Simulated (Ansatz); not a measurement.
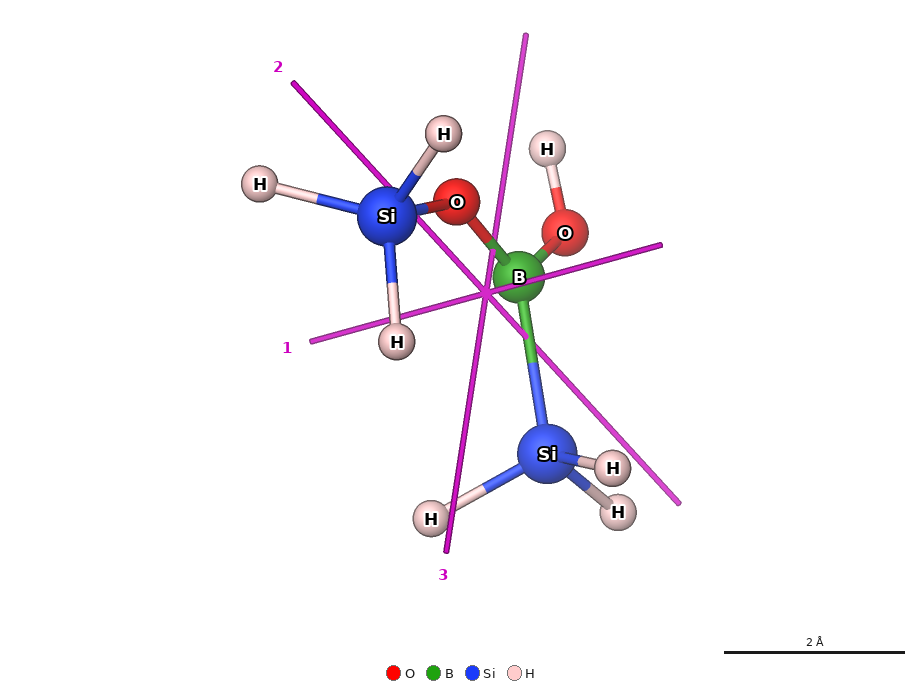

The three principal axes of inertia are drawn and numbered. Depth is shown by fading: the farther an atom, the more it takes the colour of the background. The computed structure is the end point of a PBE0-D4/def2-TZVP optimisation. No frequency run is at hand to confirm it as a minimum. Masses are those of the most abundant isotopes; constants are for the rigid equilibrium geometry.

### Which line is the a axis (least moment of inertia), which b and which c?

a is line 2, b is line 3, c is line 1; the moments are 127, 264, 380 u Å².

### Classify the rotor and give the rotational constants (GHz).

An asymmetric top (Cs): A = 3.98, B = 1.91, C = 1.33 GHz. Ray's parameter κ is −0.56, nearer the prolate limit.
